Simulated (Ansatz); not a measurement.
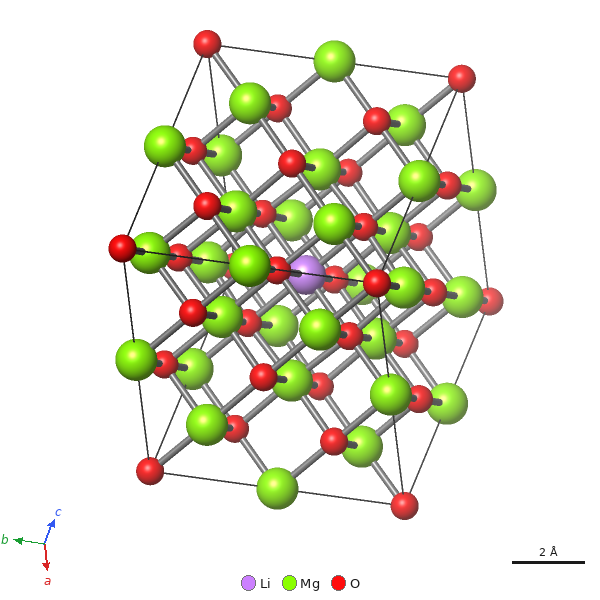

This ball-and-stick model is shown from a general direction. Lines trace the edges of the supercell. The host is MgO, in a cell of 32 sites, and the cell carries a charge of -1.

### Name the defect and give its surroundings.

Lithium on a magnesium site (a substitutional impurity). It is bonded to six O in an octahedral arrangement at about 2.2 Å.

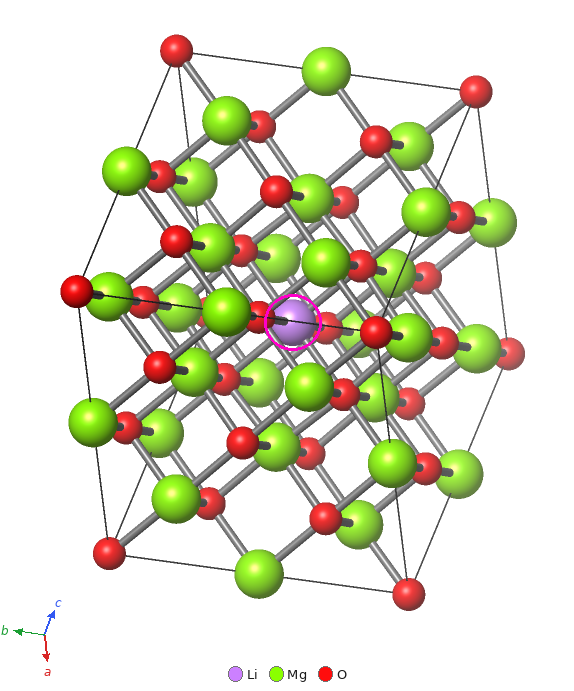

The same cell with a ring at the defect's site.

The atoms were relaxed in the host's cell with DFT PBE, scalar-relativistic, plane waves, PAW in Ansatz.
